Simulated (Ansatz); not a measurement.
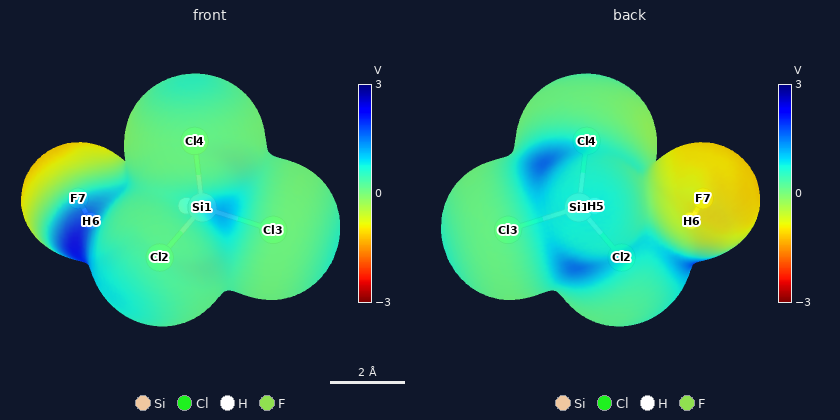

The picture shows: Cl3HSi···HF. The electrostatic potential painted on the density surface at 0.002 e/bohr³, seen from the front and from behind; the colour scale runs from red (negative) to blue (positive).

The reactant side of a reaction path; geometry: PBE0-D4/def2-TZVP.

Theory: Ansatz 0.2.0, RKS PBE0-D4/def2-TZVPP.

```xyz
7

Si   -0.1297    0.1305   -0.8823
Cl    1.3912   -0.9494   -0.0240
Cl   -0.0736   -0.1867   -2.8829
Cl    0.1564    2.0923   -0.4830
H    -1.4075   -0.3312   -0.3301
H     0.3943   -0.5434    2.0659
F    -0.3312   -0.2121    2.5364
```

**Where is the surface potential most negative and most positive?**

The most negative region (about −1.1 V) lies over F7, the most positive (about +2.1 V) over H6. Cl3 shows a σ-hole: about +0.6 V at the tip opposite its bond, against about +0.1 V on its flanks. Cl4 shows a σ-hole: about +0.6 V at the tip opposite its bond, against about 0.0 V on its flanks.
